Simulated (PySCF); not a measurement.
**C₅H₈N₂OSi: density, localisation and related maps**

The calculation's input:

```
{"job": {"kind": "nmr", "xc": "PBE0", "basis": "pcSseg-1"}, "charge": 0, "multiplicity": 1}
C     -2.525347    -1.368457    -0.355796
C     -1.318352    -0.941841    -0.670074
C     -0.592248     0.154324     0.064244
N      0.566178    -0.435364     0.674872
C      0.619919    -0.649858     1.905023
O     -0.169637     1.131928    -0.830051
Si     1.359754     1.278986    -1.361756
C      2.518754     1.698926     0.050235
N      3.209233     1.962349     0.925767
H     -3.004477    -2.161128    -0.904224
H     -3.085156    -0.943451     0.461210
H     -0.754597    -1.362160    -1.489447
H     -1.264540     0.633382     0.799660
H      1.519135    -1.092901     2.305387
H     -0.186889    -0.417733     2.605601
H      1.192823     2.450005    -2.209932
H      1.908450     0.075026    -1.980628
```

Command:

```sh
OMP_NUM_THREADS=1 python probes_run.py task.json out
```

Geometry: GFN2-xTB.

Method: PBE0/pcSseg-1, SCF density, gas phase, non-relativistic (PySCF 2.14.0).

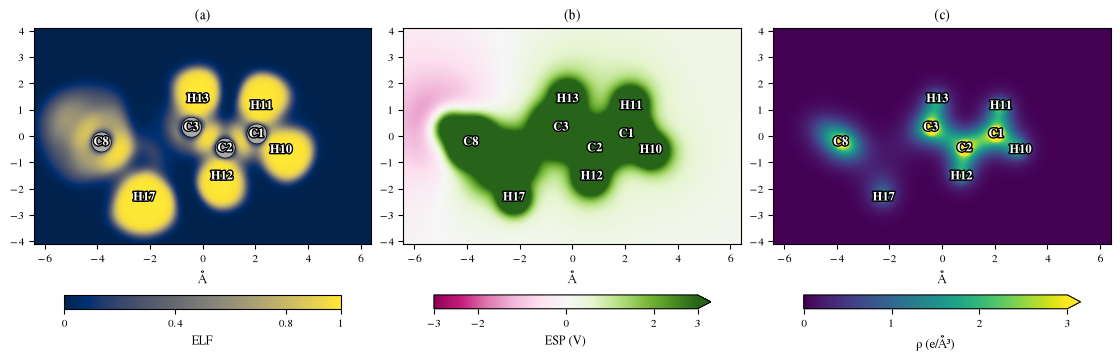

Figure 1. (a) ELF; (b) electrostatic potential; (c) electron density on the plane of atoms C3, C2 and H12. Grey discs cover the atomic cores in the ELF map.

What do the fields say about this system?

Answer.
- The plane passes through C and H nuclei.
- C–C (1.32 Å): ρ at the midpoint is about 2.3 e/Å³; the ELF peaks at about 0.90 between the atoms; a multiple bond.
- C–H (1.08 Å): the density is about 2 e/Å³ at the midpoint; the ELF climbs to about 1 towards the hydrogen, as it does in any bond to H (an ordinary covalent bond to hydrogen).
- Outside the dense part of the molecule the potential is most negative (−1.4 V) near N9, which lies off the plane.

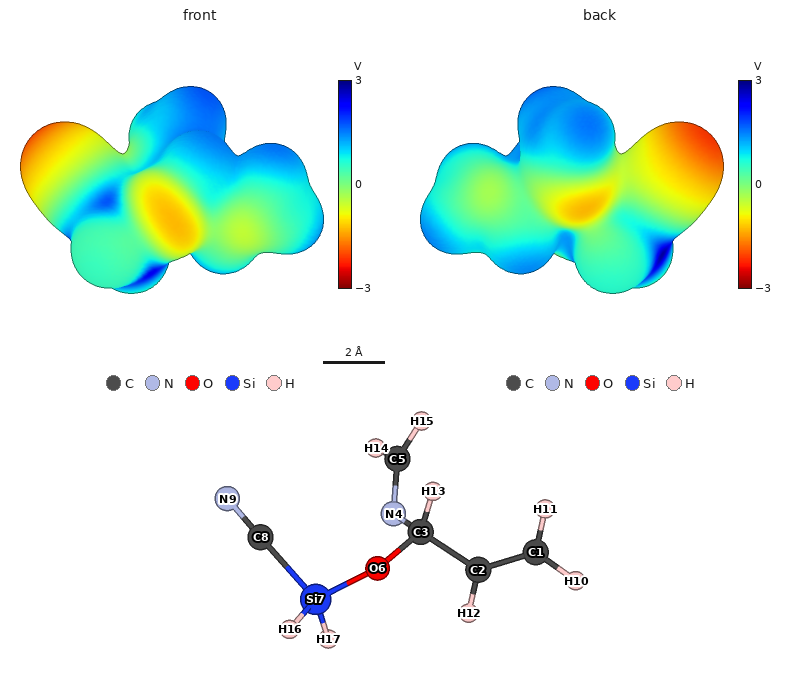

Figure 2. The molecular electrostatic potential painted on the density surface at 0.004 e/bohr³, seen from the front and from behind; the colour scale runs from red (negative) to blue (positive). The bare structure is drawn below in the same view.

Which sites attract a positive test charge, and which a negative one?

Answer. A positive charge is drawn to the negative regions and a negative charge to the positive ones. The most negative region (about −2.1 V) lies over N9, the most positive (about +2.4 V) over Si7. N9 is the likeliest acceptor of a hydrogen bond.
